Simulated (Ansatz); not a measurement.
# K: the spin part of the Knight shift

Aim: the contact shift that conduction electrons give to the nuclei of K, and how far it is converged.

Calculated with Ansatz 0.2.0; DFT, PBE, plane-wave PAW, default files (PAW set soft_2), collinear spin, scalar-relativistic.

The database entry behind the starting cell lists a temperature near 5 K, so it need not match the best structure at ambient conditions.

**1. Set-up**

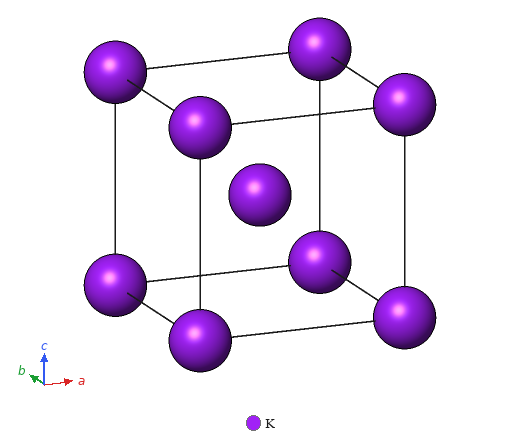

The cell as given, slightly off an axis (potassium purple). This picture shows the conventional cell, with its axes. Some periodic images of atoms are drawn too.

The cell is an entry of the Crystallography Open Database; it need not be the form that is stable at ambient conditions.

**2. Applying a field to the spins**

A field acting on the spins alone polarises the electrons at the Fermi level, and through exchange the cores. The spin density that this leaves at a nucleus gives the contact field (2μ₀/3) μB ρ_s, and its ratio to B is the isotropic contact shift K; the spin-dipolar anisotropy is not included. The field, 400 T, is far above laboratory fields so that the moment stands clear of numerical noise; it splits the spins by 46 meV, against a smearing of 100 meV. The net moment comes from states near the Fermi level, so the mesh must be dense.

input.yaml reads:

```yaml
crystal:
  lattice:
    - [-2.6125, 2.6125, 2.6125]
    - [2.6125, -2.6125, 2.6125]
    - [2.6125, 2.6125, -2.6125]
  atoms:
    - { symbol: K, position: [0.0, 0.0, 0.0] }
kpoints:
  mp_grid: { grid: [18, 18, 18] }
scf:
  lower_state_search: "off"
  occupations: { method: fermi_dirac, width: 0.1 }
  convergence: { dr2_threshold: 1.0e-10 }
hamiltonian:
  xc: pbe
output:
  efg: { contact_densities: true, quadrupole_moments_barn: { K: 0.0603 } }
  forces: true
  dos: { de: 0.02 }
  write_density: true
  write_potential: true
  elf: true
  volumetric_format: npy
magnetization:
  spin_polarized: true
  magnetic_field: 400
```

Started as:

```console
ansatz run input.yaml --threads 2 --pin off --max-ram 4096MiB --backend cpu --events-out ev --progress --plain --runs-dir out
```

Numbers of over 12 decimals in the logs are rounded to 6 here.

The log of the run:

```text
[a pick of lines, long numbers rounded; other set-up, energy and force rows are left out]
Functional definition: PBE
Basis set: ecut = 420 eV, 1433 PW (Γ), exchange–correlation on 64×64×64 points (8 copies of the dense FFT grid, shifted against one another)
Symmetry: 48 space group operations
k-points: 195 of 5832
SCF iter   1: F=—  HF=-1537.161446 eV  |F-HF|=—  |Δ(HF+E_count)|=         —  Δρ=7.27e-3 (↑7.27e-3 ↓7.25e-3)  dr2=1.65e-2  dr2_m=3.29e-2  M=0.970 μB ∫|m|=0.970 μB  ethr=2.10e-4  ⟨swp⟩=1.0  Hψ=31992  notcnv=0
SCF iter   2: F=—  HF=-1537.439461 eV  |F-HF|=—  |Δ(HF+E_count)|=         —  Δρ=2.89e-3 (↑2.89e-3 ↓2.35e-3)  dr2=1.65e-2  dr2_m=3.03e-3  M=0.685 μB ∫|m|=0.685 μB  β_m=0.30  ethr=1.83e-4  ⟨swp⟩=3.2  Hψ=7856  notcnv=0
preconditioner: auto → Kerker (q_TF=auto, 1.932 Å⁻¹)  [metal: Δε(μ)=0.006 eV  Ē_g=4.319 eV  σ=0.100 eV  W_gap=0.02  n_scr=12 (ndim 8)  ℏωp=4.4 eV  f_vac=0.000  D(μ)=0.76/eV (n_scr^D=0)]
SCF iter   3: F=—  HF=-1537.743540 eV  |F-HF|=—  |Δ(HF+E_count)|=   3.04e-1  Δρ=4.46e-3 (↑4.43e-3 ↓4.46e-3)  dr2=1.22e-2  dr2_m=1.19e-2  M=0.285 μB ∫|m|=0.285 μB  β_m=0.30  ethr=1.83e-4  ⟨swp⟩=2.2  Hψ=6317  notcnv=0
SCF iter   4: F=—  HF=-1537.731097 eV  |F-HF|=—  |Δ(HF+E_count)|=   1.24e-2  Δρ=3.23e-3 (↑2.78e-3 ↓3.23e-3)  dr2=2.51e-3  dr2_m=5.08e-3  M=0.307 μB ∫|m|=0.307 μB  β_m=0.30  ethr=1.36e-4  ⟨swp⟩=2.2  Hψ=7853  notcnv=0
SCF iter   5: F=—  HF=-1537.747095 eV  |F-HF|=—  |Δ(HF+E_count)|=   1.60e-2  Δρ=2.36e-3 (↑2.10e-3 ↓2.36e-3)  dr2=8.29e-4  dr2_m=3.04e-3  M=0.273 μB ∫|m|=0.273 μB  β_m=0.30  ethr=2.78e-5  ⟨swp⟩=2.3  Hψ=6274  notcnv=0
SCF iter   6: F=—  HF=-1537.762120 eV  |F-HF|=—  |Δ(HF+E_count)|=   1.50e-2  Δρ=1.80e-3 (↑1.78e-3 ↓1.80e-3)  dr2=6.99e-5  dr2_m=2.08e-3  M=0.235 μB ∫|m|=0.235 μB  β_m=0.30  ethr=9.21e-6  ⟨swp⟩=1.9  Hψ=5340  notcnv=0
SCF iter   7: F=—  HF=-1537.771739 eV  |F-HF|=—  |Δ(HF+E_count)|=   9.62e-3  Δρ=1.48e-3 (↑1.48e-3 ↓1.47e-3)  dr2=2.75e-5  dr2_m=1.42e-3  M=0.204 μB ∫|m|=0.204 μB  β_m=0.30  ethr=7.76e-7  ⟨swp⟩=2.2  Hψ=5959  notcnv=0
SCF iter   8: F=—  HF=-1537.779203 eV  |F-HF|=—  |Δ(HF+E_count)|=   7.46e-3  Δρ=1.24e-3 (↑1.24e-3 ↓1.23e-3)  dr2=1.47e-6  dr2_m=9.95e-4  M=0.176 μB ∫|m|=0.176 μB  β_m=0.30  ethr=3.06e-7  ⟨swp⟩=2.2  Hψ=5800  notcnv=0
SCF iter   9: F=—  HF=-1537.783900 eV  |F-HF|=—  |Δ(HF+E_count)|=   4.70e-3  Δρ=1.02e-3 (↑1.02e-3 ↓1.02e-3)  dr2=4.56e-7  dr2_m=6.84e-4  M=0.154 μB ∫|m|=0.154 μB  β_m=0.30  ethr=1.63e-8  ⟨swp⟩=2.8  Hψ=5767  notcnv=0
SCF iter  10: F=—  HF=-1537.795938 eV  |F-HF|=—  |Δ(HF+E_count)|=         —  Δρ=1.30e-4 (↑1.30e-4 ↓1.30e-4)  dr2=1.64e-7  dr2_m=1.09e-5  M=0.018 μB ∫|m|=0.018 μB  β_m=1.00  ethr=5.06e-9  ⟨swp⟩=7.1  Hψ=27650  notcnv=0
SCF iter  11: F=—  HF=-1537.796064 eV  |F-HF|=—  |Δ(HF+E_count)|=   1.26e-4  Δρ=5.56e-5 (↑5.54e-5 ↓5.56e-5)  dr2=9.42e-8  dr2_m=1.94e-6  M=0.025 μB ∫|m|=0.025 μB  β_m=1.00  ethr=1.83e-9  ⟨swp⟩=2.7  Hψ=8831  notcnv=0
SCF iter  12: F=—  HF=-1537.796094 eV  |F-HF|=—  |Δ(HF+E_count)|=   3.04e-5  Δρ=2.64e-5 (↑2.62e-5 ↓2.64e-5)  dr2=1.01e-9  dr2_m=4.51e-7  M=0.028 μB ∫|m|=0.028 μB  β_m=0.30  ethr=1.05e-9  ⟨swp⟩=2.6  Hψ=5680  notcnv=0
SCF iter  13: F=—  HF=-1537.796097 eV  |F-HF|=—  |Δ(HF+E_count)|=   2.78e-6  Δρ=2.24e-5 (↑2.23e-5 ↓2.24e-5)  dr2=5.79e-10  dr2_m=3.26e-7  M=0.029 μB ∫|m|=0.029 μB  β_m=0.52  ethr=1.12e-11  ⟨swp⟩=2.9  Hψ=5785  notcnv=0
SCF iter  14: F=—  HF=-1537.796103 eV  |F-HF|=—  |Δ(HF+E_count)|=   6.27e-6  Δρ=7.82e-6 (↑7.82e-6 ↓7.80e-6)  dr2=2.90e-11  dr2_m=3.99e-8  M=0.031 μB ∫|m|=0.031 μB  β_m=0.82  ethr=6.44e-12  ⟨swp⟩=4.5  Hψ=7313  notcnv=0
SCF iter  15: F=—  HF=-1537.796104 eV  |F-HF|=—  |Δ(HF+E_count)|=   8.84e-7  Δρ=2.93e-7 (↑2.93e-7 ↓2.75e-7)  dr2=4.44e-12  dr2_m=5.18e-11  M=0.032 μB ∫|m|=0.032 μB  β_m=0.91  ethr=1.00e-12  ⟨swp⟩=4.4  Hψ=7325  notcnv=0
SCF iter  16: F=-1537.796104 eV  HF=-1537.796104 eV  |F-HF|=1.48e-11  |Δ(HF+E_count)|=   1.65e-9  Δρ=3.09e-8 (↑3.09e-8 ↓2.42e-8)  dr2=9.36e-13  dr2_m=3.80e-13  M=0.032 μB ∫|m|=0.032 μB  β_m=0.96  ethr=1.00e-12  ⟨swp⟩=3.3  Hψ=13597  notcnv=0
SCF iter  17: F=-1537.796104 eV  HF=-1537.796104 eV  |F-HF|=0.00e0  |Δ(HF+E_count)|=  2.32e-11  Δρ=5.28e-9 (↑5.28e-9 ↓4.48e-9)  dr2=1.11e-13  dr2_m=5.20e-15  M=0.032 μB ∫|m|=0.032 μB  ethr=1.00e-12  ⟨swp⟩=2.9  Hψ=11509  notcnv=0
SCF converged after 17 iterations
Magnetization: 0.0319 μB (4.5160 up, 4.4840 down)
Absolute magnetization: 0.0319 μB (∫|ρ↑−ρ↓|, with the PAW one-centre terms)
Per-site moments (μB) at R_I (Å): [(0.013174, 1.866555)]
Free energy (F): -1537.796104 eV
Fermi energy:    1.891168 eV
--- Forces (eV/Å), atoms counted from 1 ---
--- PAW observables at the nuclei: V_zz in 10²¹ V/m², potentials from the cell's mean, atoms counted from 1 ---
  atom   1  K  V_zz =    -0.000000   η = 0.0000   by run symmetry: forbidden   C_q = -0.0000 MHz
            electrostatic potential = -2058.326196 V   contact ρ = 34771.229136 e/Å³   contact ρ_s (e/Å³): all electrons +0.126494, valence +0.126286
--- Band table (eV; the first three rows and the last of 390) ---
  k-point 0 ↑: bands = ["-30.2468", "-13.6948", "-13.6948", "-13.6948", "-0.3533", "6.1725", "6.1725", "6.1725", "7.0875"]
  k-point 1 ↑: bands = ["-30.2466", "-13.6971", "-13.6956", "-13.6948", "-0.3139", "6.1194", "6.1205", "6.2039", "7.0020"]
  k-point 2 ↑: bands = ["-30.2462", "-13.7038", "-13.6978", "-13.6948", "-0.1963", "5.9170", "5.9786", "6.2978", "6.8731"]
  k-point 194 ↓: bands = ["-30.1893", "-13.7002", "-13.7002", "-13.7002", "3.5859", "3.5859", "5.4840", "5.4840", "5.4840"]
```

Run time: 36 s. Hardware: 2 threads of Arm Neoverse N1, shared host; peak memory 0.5 GiB.

The moment is 0.0319 μB a cell, a spin susceptibility of 44.6 × 10⁻⁶ emu per mole of atoms. With 7.769 T for 1 e/Å³:

| site | nucleus | contact shift (ppm) | from valence states | rest (mostly cores) |
| --- | --- | --- | --- | --- |
| K | 39K | 2460 | 2450 | 4.0 |

The split depends on the files: semicore shells that they treat as valence count in the first part.

**3. Is the response linear?**

The shift is a ratio that holds only while the moment grows in step with the field, so the field is doubled.

Changes to input.yaml since step 2:

```diff
@@ -18,9 +18,4 @@
   forces: true
-  dos: { de: 0.02 }
-  write_density: true
-  write_potential: true
-  elf: true
-  volumetric_format: npy
 magnetization:
   spin_polarized: true
-  magnetic_field: 400
+  magnetic_field: 800
```

The log of the run:

```text
[a pick of lines, long numbers rounded; other set-up, energy and force rows are left out]
[...]
Basis set: ecut = 420 eV, 1433 PW (Γ), exchange–correlation on 64×64×64 points (8 copies of the dense FFT grid, shifted against one another)
Symmetry: 48 space group operations
k-points: 195 of 5832
[...]
SCF converged after 18 iterations
Magnetization: 0.0639 μB (4.5320 up, 4.4680 down)
Absolute magnetization: 0.0639 μB (∫|ρ↑−ρ↓|, with the PAW one-centre terms)
Per-site moments (μB) at R_I (Å): [(0.026383, 1.866555)]
Free energy (F): -1537.797213 eV
Fermi energy:    1.890613 eV
--- Forces (eV/Å), atoms counted from 1 ---
[...]
atom   1  K  V_zz =    -0.000000   η = 0.0000   by run symmetry: forbidden   C_q = -0.0000 MHz
[...]
```

The job ended after 34 s (2 threads; peak memory 0.49 GiB).

The moment goes from 0.0319 to 0.0639 μB, a factor of 2.00, and the shift of K from 2460 to 2460 ppm. The response is linear on all sites, to 3 % of the larger of shift and valence part or 3 ppm; the largest move is +4 ppm, on K.

**4. Other settings**

Each row names what differs in the settings from the first run, the PAW files staying the same unless named (PBE, default files (PAW set soft_2), mesh 18×18×18, fermi dirac smearing of 0.1 eV, cutoff 420 eV, 400 T). Shifts in ppm; times on 2 threads of Arm Neoverse N1, shared host.

| run | time | χ_s (10⁻⁶ emu/mol) | K |
| --- | --- | --- | --- |
| first run | 36 s | 44.6 | 2460 |
| fermi dirac 0.025 eV | 33 s | 44.8 | 2470 |
| mesh 22×22×22 | 52 s | 44.7 | 2460 |
| fermi dirac 0.15 eV | 31 s | 44.9 | 2460 |
| mesh 6×6×6 | 6.1 s | 115 | 6380 |

**5. What came out**

| Item | Value |
| --- | --- |
| 39K contact shift | 2460 ppm |
| spin susceptibility | 44.6 × 10⁻⁶ emu per mole of atoms |

What this shows: The spin part of the Knight shift is 2460 ppm on K in the first run. Widening the smearing to 0.15 eV changes the shift of K by -0.1 %. The finer mesh 22×22×22 changes the shift of K by +0.2 %, and no site by over 5 % or 5 ppm, so the mesh is near convergence at this smearing. Narrowing the smearing to 0.025 eV on the same mesh changes the shift of K by +0.4 %. Over the rows of this table on the first cell the shift spans 2460 to 6380 ppm on K. 2 further runs of this session (failed, refused or on trial settings) are not shown. The orbital shift is left out.

[Logs are printed without paths, hosts, clocks, repeated set-up lines and the standing remarks that a program may print on its own settings, such as how far it seeks lower states.]

[Hosts, paths, dates, database ids (printed as entryN), source tags and the programs' standing remarks are cut or masked in the printed files.]
